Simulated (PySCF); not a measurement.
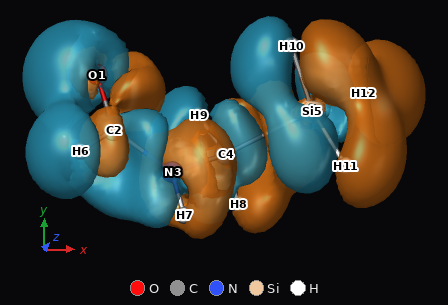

Figure 1: C₂H₇NOSi, SMILES `O=CNC[SiH3]`. Change of the electron density in a uniform field of 0.51 V/Å, surfaces at ±0.003 e/Å³ (light blue: gain, orange: loss).

Method: ωB97X/def2-TZVP; geometry: GFN2-xTB; program: PySCF. No frequency check shows the geometry to be a minimum. A basis without diffuse functions makes polarisabilities too small.

Along which Cartesian direction does the field point?

Along +x: electrons gather on the −x side, against the field.

How large is the response?

The induced dipole is 1.81 D (along the field); α along this axis, from the fields in both directions, is 71 bohr³ (10.6 Å³).

Which atoms gain and lose the most charge?

Electrons gather most on O1 (Hirshfeld charge changes by −0.021 e) and leave H12 most (+0.022 e); 0.161 electrons are displaced in all.

Run time: 2.4 min on 1 thread of Intel(R) Xeon(R) Processor @ 2.50GHz (Skylake/Cascade Lake), on a shared host, peak memory 1.1 GiB.
